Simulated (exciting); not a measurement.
# Core excitons at the O K edge of TaAgO3

How far do the exchange and direct terms reshape the O K edge of TaAgO3?

Calculated with exciting sodium; X-ray absorption, core-level Bethe-Salpeter equation, exchange and statically screened direct term, Tamm-Dancoff, all-electron LAPW+lo LDA.

**1. Set-up**

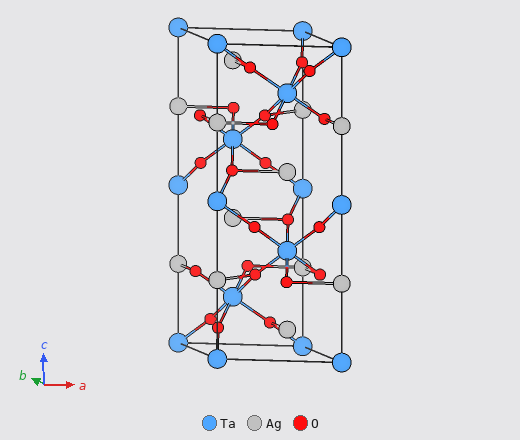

The starting structure, seen slightly off an axis (tantalum blue, silver light grey, oxygen red). This picture shows the conventional cell, with its axes. Bonds to atoms that aren't drawn are left out. Some periodic images of atoms are drawn too.

Structure file:

```
Ta Ag O
1.0
     2.78783    1.60955    4.64445
    -2.78783    1.60955    4.64445
     0.00000   -3.21911    4.64445
Ta Ag O
2 2 6
Direct
  0.00000 0.00000 0.00000
  0.50000 0.50000 0.50000
  0.75000 0.75000 0.75000
  0.25000 0.25000 0.25000
  0.80653 0.25000 0.69347
  0.25000 0.69347 0.80653
  0.69347 0.80653 0.25000
  0.75000 0.30653 0.19347
  0.19347 0.75000 0.30653
  0.30653 0.19347 0.75000
```

Differences between curves are given as r.m.s. difference over r.m.s. height.

**2. Ground state**

The species files are the program's own, with muffin-tin radii set in the input.

input.xml reads:

```
<input>
  <title>TaAgO3</title>
  <structure speciespath="." autormt="false" epslat="1.0e-5">
    <crystal>
      <basevect>5.2682318572 3.0416150810 8.7767291203</basevect>
      <basevect>-5.2682318572 3.0416150810 8.7767291203</basevect>
      <basevect>0.0000000000 -6.0832301618 8.7767291203</basevect>
    </crystal>
    <species speciesfile="Ta.xml" rmt="2.135">
      <atom coord="0.0000000000 0.0000000000 0.0000000000"/>
      <atom coord="0.5000000000 0.5000000000 0.5000000000"/>
    </species>
    <species speciesfile="Ag.xml" rmt="2.245">
      <atom coord="0.7500000000 0.7500000000 0.7500000000"/>
      <atom coord="0.2500000000 0.2500000000 0.2500000000"/>
    </species>
    <species speciesfile="O.xml" rmt="1.548">
      <atom coord="0.8065260000 0.2500000000 0.6934740000"/>
      <atom coord="0.2500000000 0.6934740000 0.8065260000"/>
      <atom coord="0.6934740000 0.8065260000 0.2500000000"/>
      <atom coord="0.7500000000 0.3065260000 0.1934740000"/>
      <atom coord="0.1934740000 0.7500000000 0.3065260000"/>
      <atom coord="0.3065260000 0.1934740000 0.7500000000"/>
    </species>
  </structure>
  <groundstate do="fromscratch" xctype="LDA_PW" ngridk="3 3 3" rgkmax="6.5" gmaxvr="14" nempty="8" swidth="0.001" maxscl="100" epsengy="1e-5"/>
</input>
```

Launch:

```
> OMP_NUM_THREADS=1 mpirun -n 4 exciting
```

The log of the run:

```text
EXCITING SODIUM started
********************************************************************************
* Ground-state run starting from atomic densities                              *
********************************************************************************
+ Starting initialization                                                      +
 Lattice vectors (cartesian) :
      5.2682318572      3.0416150810      8.7767291203
     -5.2682318572      3.0416150810      8.7767291203
      0.0000000000     -6.0832301618      8.7767291203
 Reciprocal lattice vectors (cartesian) :
      0.5963277127      0.3442899655      0.2386304822
     -0.5963277127      0.3442899655      0.2386304822
     -0.0000000000     -0.6885799309      0.2386304822
 Unit cell volume                           :     843.8263408743
 Brillouin zone volume                      :       0.2939588413
 Species :    1 (Ta)
     parameters loaded from                 :    Ta.xml
     name                                   :    tantalum
     nuclear charge                         :     -73.00000000
     electronic charge                      :      73.00000000
     atomic mass                            :  329847.84330000
     muffin-tin radius                      :       2.13500000
     # of radial points in muffin-tin       :     600
     atomic positions (lattice) :
       1 :   0.00000000  0.00000000  0.00000000
       2 :   0.50000000  0.50000000  0.50000000
 Species :    2 (Ag)
     parameters loaded from                 :    Ag.xml
     name                                   :    silver
     nuclear charge                         :     -47.00000000
     electronic charge                      :      47.00000000
     atomic mass                            :  196631.69970000
     muffin-tin radius                      :       2.24500000
     # of radial points in muffin-tin       :     400
     atomic positions (lattice) :
       1 :   0.75000000  0.75000000  0.75000000
       2 :   0.25000000  0.25000000  0.25000000
 Species :    3 (O)
     parameters loaded from                 :    O.xml
     name                                   :    oxygen
     nuclear charge                         :      -8.00000000
     electronic charge                      :       8.00000000
     atomic mass                            :   29165.12203000
     muffin-tin radius                      :       1.54800000
     # of radial points in muffin-tin       :     250
     atomic positions (lattice) :
       1 :   0.80652600  0.25000000  0.69347400
       2 :   0.25000000  0.69347400  0.80652600
       3 :   0.69347400  0.80652600  0.25000000
       4 :   0.75000000  0.30652600  0.19347400
       5 :   0.19347400  0.75000000  0.30652600
       6 :   0.30652600  0.19347400  0.75000000
 Total number of atoms per unit cell        :      10
 Spin treatment                             :    spin-unpolarised
 Number of Bravais lattice symmetries       :      12
 Number of crystal symmetries               :      12
 k-point grid                               :       3    3    3
 Total number of k-points                   :       6
 k-point set is reduced with crystal symmetries
 R^MT_min * |G+k|_max (rgkmax)              :       6.50000000
 Species with R^MT_min                      :       3 (O)
 Maximum |G+k| for APW functions            :       4.19896641
 Maximum |G| for potential and density      :      14.00000000
 G-vector grid sizes                        :      48    48    48
 Total number of G-vectors                  :   39147
 Maximum angular momentum used for
     APW functions                          :       8
     computing H and O matrix elements      :       8
     potential and density                  :       8
     inner part of muffin-tin               :       2
 Total nuclear charge                       :    -288.00000000
 Total electronic charge                    :     288.00000000
 Total core charge                          :     160.00000000
 Total valence charge                       :     128.00000000
 Number of empty states                     :       8
 Total number of valence states             :      73
 Maximum Hamiltonian size                   :    1163
 Maximum number of plane-waves              :    1059
 Total number of local-orbitals             :     104
 Exchange-correlation type                  :       3
     Perdew-Wang, Phys. Rev. B 45, 13244 (1992)
 Smearing scheme                            :    Gaussian
 Smearing width                             :       0.00100000
 Using multisecant Broyden potential mixing
+ Ending initialization                                                        +
********************************************************************************
* Groundstate module started                                                   *
********************************************************************************
 Output level for this task is set to normal
+ Self-consistent loop started                                                 +
 Density and potential initialised from atomic data
+ SCF iteration number :    1                                                  +
 Total energy                               :    -42244.97889636
 _______________________________________________________________
 Fermi energy                               :         0.25836954
 Kinetic energy                             :     46665.80128225
 Coulomb energy                             :    -87956.02784200
 Exchange energy                            :      -927.29424487
 Correlation energy                         :       -27.45809174
 DOS at Fermi energy (states/Ha/cell)       :         0.00000000
 Electron charges :
     core                                   :       160.00000000
     core leakage                           :         0.00007205
     valence                                :       128.00000000
     interstitial                           :        15.37972363
     charge in muffin-tin spheres :
                  atom     1    Ta          :        68.77258459
                  atom     2    Ta          :        68.77258459
                  atom     3    Ag          :        44.78814801
                  atom     4    Ag          :        44.78814801
                  atom     5     O          :         7.58313520
                  atom     6     O          :         7.58313520
                  atom     7     O          :         7.58313520
                  atom     8     O          :         7.58313520
                  atom     9     O          :         7.58313520
                  atom    10     O          :         7.58313520
     total charge in muffin-tins            :       272.62027637
     total charge                           :       288.00000000
 Estimated fundamental gap                  :         0.05613558
        valence-band maximum at    6      0.6667  0.3333  0.3333
     conduction-band minimum at    1      0.0000  0.0000  0.0000
[... further iterations ...]
| Convergence targets achieved. Performing final SCF iteration                 +
 Total energy                               :    -42307.86551865
 _______________________________________________________________
 Fermi energy                               :         0.25142118
 Kinetic energy                             :     46612.92589223
 Coulomb energy                             :    -87966.73079864
 Exchange energy                            :      -926.64477024
 Correlation energy                         :       -27.41584200
 DOS at Fermi energy (states/Ha/cell)       :         0.00000000
 Electron charges :
     core                                   :       160.00000000
     core leakage                           :         0.00006916
     valence                                :       128.00000000
     interstitial                           :        16.97089188
     charge in muffin-tin spheres :
                  atom     1    Ta          :        69.46675987
                  atom     2    Ta          :        69.46675987
                  atom     3    Ag          :        45.05002108
                  atom     4    Ag          :        45.05002108
                  atom     5     O          :         6.99925770
                  atom     6     O          :         6.99925770
                  atom     7     O          :         6.99925770
                  atom     8     O          :         6.99925770
                  atom     9     O          :         6.99925770
                  atom    10     O          :         6.99925770
     total charge in muffin-tins            :       271.02910812
     total charge                           :       288.00000000
 Estimated fundamental gap                  :         0.07135836
        valence-band maximum at    2      0.3333  0.0000  0.0000
     conduction-band minimum at    3      0.3333  0.3333  0.0000
+ Self-consistent loop stopped                                                 +
 STATE.OUT is written
********************************************************************************
* Groundstate module stopped                                                   *
********************************************************************************
 Total time spent (seconds)                 :       146.99
- CAUTION! Warnings have been written in file WARNING.OUT !                    -
| EXCITING SODIUM stopped                                                      =
```

The job ended after 2.5 min (4 MPI ranks of Arm Neoverse V1, shared host).

The warnings file holds hints only, no warning.

The mesh shows a gap of 1.94 eV. Core levels (Dirac, from the valence top):

```
atom  level  energy (eV)
   O  1s1/2       -500.8
```

**3. A richer basis for the empty states**

Each species file gets more local orbitals, built from u and its energy derivative at 0.15 Ha and u at 0.9 Ha.

input.xml is that of step 2.

SPECIES.xml, added lines reads:

```
<lo l="L">  <!-- L = 0, 1, 2, and 3 from Cs on -->
  <wf matchingOrder="0" trialEnergy="0.1500" searchE="false"/>
  <wf matchingOrder="1" trialEnergy="0.1500" searchE="false"/>
  <wf matchingOrder="0" trialEnergy="0.9000" searchE="false"/>
</lo>
```

Launch:

```
> OMP_NUM_THREADS=1 mpirun -n 4 exciting
```

The log of the run:

```text
EXCITING SODIUM started
********************************************************************************
* Ground-state run starting from atomic densities                              *
********************************************************************************
+ Starting initialization                                                      +
[... lattice and species ...]
 Spin treatment                             :    spin-unpolarised
 Number of Bravais lattice symmetries       :      12
[...]
+ Self-consistent loop stopped                                                 +
 STATE.OUT is written
********************************************************************************
* Groundstate module stopped                                                   *
********************************************************************************
 Total time spent (seconds)                 :       178.99
- CAUTION! Warnings have been written in file WARNING.OUT !                    -
| EXCITING SODIUM stopped                                                      =
[key lines of the parts left out:]
Total energy                               :    -42307.86889532
Fermi energy                               :         0.25191466
```

The job ended after 3 min (4 MPI ranks).

Against the first ground state the total energy moves by -9 meV an atom and the gap by 0.00 eV.

(Part 1 of 3 ends here.)

[Banner, clock and machine lines of the logs are left out without a mark of their own.]

[Logs are printed without paths, hosts, clocks, repeated set-up lines and the standing remarks that a program may print on its own settings, such as how far it seeks lower states.]

[Hosts, paths, dates, database ids (printed as entryN), source tags and the programs' standing remarks are cut or masked in the printed files.]
